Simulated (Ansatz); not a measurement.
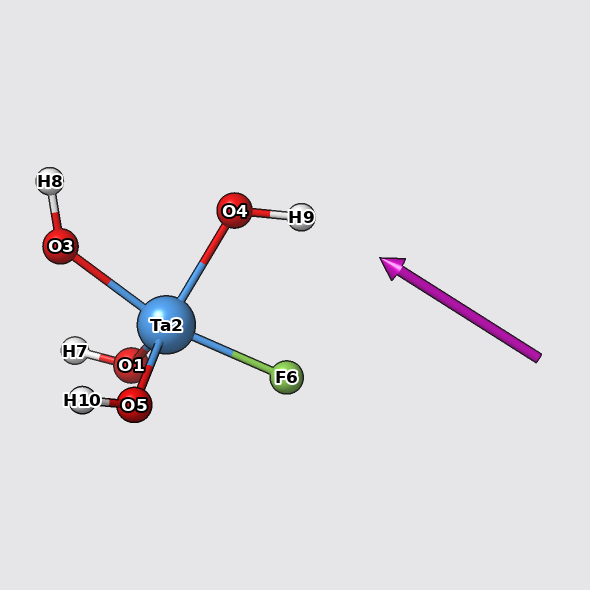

The arrow beside the molecule shows the direction of the dipole moment, from the negative to the positive end (its length means nothing). The species is neutral and a spin singlet. The geometry was computed by an optimisation with PBE-D4/def2-SVP. No frequency run is at hand to confirm it as a minimum. Level of theory: RKS PBE-D4/def2-SVP, core potentials on Ta (Ansatz 0.2.0).

Estimate the dipole moment.

Answer. 3.33 D; it points from the side of F6 to the side of H8 (the outermost atoms at the two ends).
